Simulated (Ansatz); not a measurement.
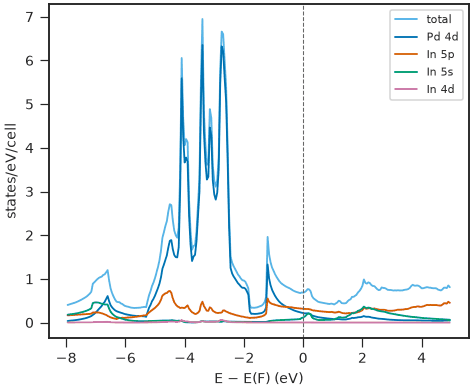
*Total and projected density of states of InPd (CsCl type, Pm-3m), plane-wave PAW LDA (Ansatz code)*

Q: Which orbitals carry the states next to the Fermi level?

A: Within 0.5 eV of the Fermi level: In 5p 46 %, Pd 4d 33 %, In 5s 15 %. Projections are on Löwdin-orthogonalised atomic valence shells; empty p or d shells of many metals are not among them.

Q: Where is the tallest occupied peak in this window, and what makes it?

A: Near -3.4 eV, about 6.9 states/eV per cell; the largest projected share is Pd 4d.

The LDA relaxation kept the symmetry of its start; of distortions, only those at the zone centre were tested. The run is not spin-polarised. Scalar-relativistic: spin–orbit coupling is off unless named, which matters more the heavier the elements.

Potentials: the later of the program's two PAW sets.
